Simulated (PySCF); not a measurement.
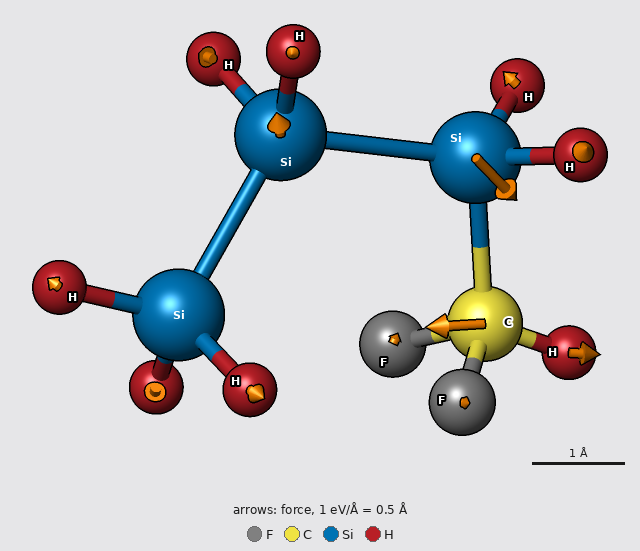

Starting geometry of CH₈F₂Si₃ with the computed forces as orange arrows. Style: ball-and-stick. Shown from a free direction.

The start comes from GFN2-xTB. Its atoms were then displaced at random by about 0.01 Å.

Theory: PBE0-D3(BJ)/def2-SVP geometry optimisation, gas phase (PySCF 2.14.0, density-fitted response routines). 

What follows when this structure is relaxed?

It isn't relaxed: the largest force vector, on a Si atom, is 1.76 eV/Å. The final displacements have little in common with the starting forces (cosine between the two patterns 0.12). The energy falls by 22.2 kJ/mol in 12 geometry steps. The atom that moves furthest after the best rigid fit is an H atom (0.46 Å). By element the largest moves are H 0.46 Å, F 0.35 Å, C 0.17 Å, Si 0.16 Å. Some distances before and after: Si–Si 2.293 → 2.343 Å, H–Si 1.460 → 1.491 Å, Si–Si 2.325 → 2.347 Å, C–H 1.085 → 1.105 Å. Among the angles between lasting bonds that change: Si–Si–H 120.1° → 112.2°, C–Si–H 101.0° → 108.3°, Si–Si–H 120.6° → 113.7°. The run took 87 s on 1 thread of Arm Neoverse V2, with other jobs on the host.
